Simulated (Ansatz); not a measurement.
# NH4+ with SiH3F: superposition error and deformation, part 3 of 3

Ansatz 0.2.0, Gaussian basis.

**25. B97M-V/def2-TZVPPD**

The inputs:

free-a/in.yaml

```yaml
crystal:
  periodic: [false, false, false]
  atoms:
    - {symbol: N, position_ang: [0.027546, -0.017327, -2.114343]}
    - {symbol: H, position_ang: [0.541333, 0.799545, -2.455715]}
    - {symbol: H, position_ang: [-0.932773, 0.011498, -2.467542]}
    - {symbol: H, position_ang: [0.015025, -0.009266, -1.090815]}
    - {symbol: H, position_ang: [0.486596, -0.871082, -2.443234]}
basis:
  gaussian: {orbitals: "def2-TZVPPD.json"}
total_charge: 1
hamiltonian: {xc: {name: B97M-V}}
```

free-b/in.yaml

```yaml
crystal:
  periodic: [false, false, false]
  atoms:
    - {symbol: Si, position_ang: [-0.028126, 0.017679, 2.154798]}
    - {symbol: F, position_ang: [-0.005966, 0.003750, 0.555072]}
    - {symbol: H, position_ang: [1.285499, 0.507303, 2.634686]}
    - {symbol: H, position_ang: [-0.274262, -1.364286, 2.629374]}
    - {symbol: H, position_ang: [-1.114971, 0.922187, 2.597819]}
basis:
  gaussian: {orbitals: "def2-TZVPPD.json"}
hamiltonian: {xc: {name: B97M-V}}
```

The same command starts each run, in its folder.

Command:

```console
ansatz run in.yaml --threads 4 --pin off --events-out ev --progress --plain --max-ram 9574MiB
```

Output in free-a (excerpt; [...] marks lines left out):

```text
Functional definition: B97M-V
  name "B97M-V"
  cite "Mardirossian & Head-Gordon, J. Chem. Phys. 142, 074111 (2015) doi:10.1063/1.4907719"
  cite "Becke, J. Chem. Phys. 107, 8554 (1997) doi:10.1063/1.475007"
  cite "Vydrov & Van Voorhis, J. Chem. Phys. 133, 244103 (2010) doi:10.1063/1.3521275"
  # Of w^i u^j: cxij and so on, Table III.
[...]
  gx(w, u) = cx00 + cx01*u + cx02*u^2 + (cx10 + cx11*u)*w
[...]
  gos(w, u) = cos00 + cos01*u + cos03*u^3 + cos10*w + cos32*w^3*u^2
[...]
      + integral(e_c_pw_mod_opposite_spin*gos(b97_w_opposite, b97_u_opposite)) + vv10(b, c)
415 factors; their error is unknown
[...]
mean field -1548.62453483 eV, -56.9109019595 hartree, gradient 2.2e-5 eV, S^2 0.000000; 0 other end points of the search recorded, 0 dependent functions left out
reference -1548.62456383 eV, -56.9109030252 hartree; 5, 5 occupied and 100, 100 virtual orbitals, 415 factors
Total energy: -1548.62456383 eV, -56.9109030252 hartree
```

Log of free-b (excerpt; [...] marks lines left out):

```text
[... 5 set-up lines as earlier in the session ...]
  # Of w^i u^j: cxij and so on, Table III.
[...]
  gx(w, u) = cx00 + cx01*u + cx02*u^2 + (cx10 + cx11*u)*w
[...]
  gos(w, u) = cos00 + cos01*u + cos03*u^3 + cos10*w + cos32*w^3*u^2
[...]
      + integral(e_c_pw_mod_opposite_spin*gos(b97_w_opposite, b97_u_opposite)) + vv10(b, c)
679 factors; their error is unknown
[...]
mean field -10643.22184447 eV, -391.1311885495 hartree, gradient 7.0e-5 eV, S^2 0.000000; 0 other end points of the search recorded, 0 dependent functions left out
reference -10643.22190657 eV, -391.1311908316 hartree; 13, 13 occupied and 126, 126 virtual orbitals, 679 factors
Total energy: -10643.22190657 eV, -391.1311908316 hartree
```

Times: 0.8 s (free-a), 1.8 s (free-b) on 4 threads of Arm Neoverse V2, shared host.

**26. HSE06-D4/def2-TZVPPD**

Each input of step 25 (free-a, free-b) changes in the same lines:

```diff
-hamiltonian: {xc: {name: B97M-V}}
+hamiltonian: {xc: hse06, dispersion: d4}
```

One command serves all of them, each in its own folder.

Command:

```console
ansatz run in.yaml --threads 4 --pin off --events-out ev --progress --plain --max-ram 9574MiB
```

Output in free-a (excerpt; [...] marks lines left out):

```text
[... 6 set-up lines as earlier in the session ...]
[...]
415 factors; their error is unknown
54 factors; integrals over basis functions are off by at most 2.4e-6 eV
[...]
mean field -1547.06637260 eV, -56.8536405536 hartree, gradient 7.3e-5 eV, S^2 0.000000; 0 other end points of the search recorded, 0 dependent functions left out
reference -1547.06639345 eV, -56.8536413201 hartree; 5, 5 occupied and 100, 100 virtual orbitals, 415 factors
Total energy: -1547.07408094 eV, -56.8539238301 hartree
```

Output in free-b (excerpt; [...] marks lines left out):

```text
[... 6 set-up lines as earlier in the session ...]
[...]
696 factors; their error is unknown
66 factors; integrals over basis functions are off by at most 4.5e-6 eV
[...]
mean field -10639.88692480 eV, -391.0086325122 hartree, gradient 8.7e-5 eV, S^2 0.000000; 0 other end points of the search recorded, 0 dependent functions left out
reference -10639.88696719 eV, -391.0086340699 hartree; 13, 13 occupied and 126, 126 virtual orbitals, 696 factors
Total energy: -10639.92233150 eV, -391.0099336841 hartree
```

Times: 0.3 s (free-a), 0.6 s (free-b) on 4 threads of Arm Neoverse V2, shared host.

**27. CCSD(T)/def2-TZVPPD**

Each input of step 26 (free-a, free-b) changes in the same lines:

```diff
-hamiltonian: {xc: hse06, dispersion: d4}
+correlation: {method: ccsd_t}
```

The same command starts each run, in its folder.

Command:

```console
ansatz run in.yaml --threads 4 --pin off --events-out ev --progress --plain --max-ram 9574MiB
```

free-a printed (excerpt; [...] marks lines left out):

```text
[... 4 set-up lines as earlier in the session ...]
[...]
585 factors; integrals over basis functions are off by at most 9.1e-4 eV
[...]
mean field -1539.24133709 eV, -56.5660758027 hartree, gradient 1.9e-6 eV, S^2 0.000000; 0 other end points of the search recorded, 0 dependent functions left out
1 core orbitals not correlated: weight in the atoms' cores, before any rotation towards them, 1.000 or more for the frozen orbitals, at most 0.000 for the correlated occupied ones
reference -1539.24133709 eV, -56.5660758027 hartree; 4, 4 occupied and 100, 100 virtual orbitals, 585 factors
second order -6.22977846 eV of doubles, -0.00000000 eV of singles
cycle   1  -6.49990761 eV  change   -2.7e-1 eV  update   3.6e-2
[...]
cycle   8  -6.64845866 eV  change   -2.0e-6 eV  update   1.1e-6
perturbative correction -0.17892356 eV, -0.0065753194 hartree
Total energy: -1546.06871931 eV, -56.8169774715 hartree
```

Log of free-b (excerpt; [...] marks lines left out):

```text
[... 4 set-up lines as earlier in the session ...]
[...]
796 factors; integrals over basis functions are off by at most 1.3e-3 eV
[...]
mean field -10618.77258013 eV, -390.2326946572 hartree, gradient 1.5e-6 eV, S^2 0.000000; 0 other end points of the search recorded, 0 dependent functions left out
6 core orbitals not correlated: weight in the atoms' cores, before any rotation towards them, 1.000 or more for the frozen orbitals, at most 0.000 for the correlated occupied ones
reference -10618.77258013 eV, -390.2326946572 hartree; 7, 7 occupied and 126, 126 virtual orbitals, 796 factors
second order -10.47655888 eV of doubles, -0.00000000 eV of singles
cycle   1  -10.73966878 eV  change   -2.6e-1 eV  update   7.2e-2
[...]
cycle   9  -11.06917092 eV  change   -3.6e-6 eV  update   6.5e-6
perturbative correction -0.29295821 eV, -0.0107660158 hartree
Total energy: -10630.13470927 eV, -390.6502452014 hartree
```

Wall times: 0.5 s (free-a), 1.6 s (free-b) on 4 threads of Arm Neoverse V2, shared host; peak memory 0.56 GiB.

**28. The split**

| method | interaction with counterpoise (meV) | without | superposition error | deformation | binding energy |
| --- | --- | --- | --- | --- | --- |
| PBE-D4 | -715 | -720 | 5 | 43 | -673 |
| revPBE-D4 | -658 | -662 | 4 | 36 | -622 |
| BLYP-D4 | -702 | -707 | 6 | 33 | -668 |
| r2SCAN-D4 | -708 | -712 | 4 | 76 | -632 |
| B97M-V | -691 | -695 | 4 | 98 | -593 |
| PBE0-D4 | -735 | -739 | 4 | 77 | -658 |
| B3LYP-D4 | -734 | -739 | 5 | 63 | -670 |
| HSE06-D4 | -733 | -738 | 4 | 77 | -656 |
| wB97X-V | -711 | -716 | 4 | 68 | -644 |
| wB97M-V | -710 | -714 | 4 | 65 | -644 |
| B2PLYP | -707 | -718 | 11 | 68 | -638 |
| Hartree-Fock | -663 | -666 | 3 | 125 | -538 |
| MP2 | -693 | -719 | 26 | 70 | -622 |
| CCSD | -694 | -719 | 25 | 82 | -612 |
| CCSD(T) | -698 | -725 | 27 | 74 | -624 |

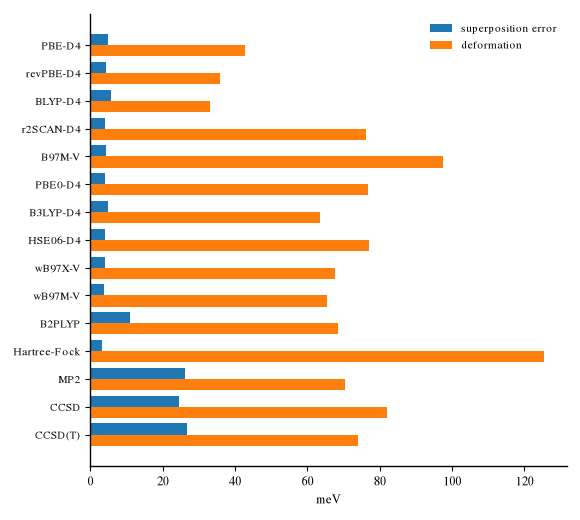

Superposition error and deformation energy by method.

**29. Results**

What follows sums up all 3 parts.

| quantity | value |
| --- | --- |
| interaction, CCSD(T) | -698 meV |
| superposition error | 27 meV |
| deformation | 74 meV |
| binding energy | -624 meV |

In words: In this basis the superposition error is 27 meV for CCSD(T) and 5 meV on average for the plain functionals: correlated methods borrow far more, since they need many more functions to converge. Deformation takes back 11 % of the interaction.
